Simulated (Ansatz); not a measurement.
Base system: CdS in the wurtzite structure (space group P6_3mc, No. 186; a = 4.164 Å, c = 6.767 Å).

Modification: Zn replaces 33.3 % of the Cd, ordered in a cell of 12 atoms (starting symmetry P31m) and fully relaxed.

The values are results of plane-wave PAW DFT at the r2SCAN level (Ansatz, an electronic-structure program, 500 eV), no SOC, not measurements.

The zone is the changed cell's own and can be folded.

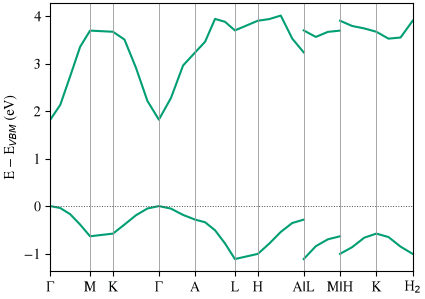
Figure: Highest valence and lowest conduction band along the path of the changed cell's own zone

The gap is 1.82 eV, direct at Γ; the base has 1.63 eV.

Each cell is one ordered arrangement of few atoms, which overstates ordering effects compared with a random alloy. Stability against distortions was not tested. Labels are those of the standard path for the cell's own space group.
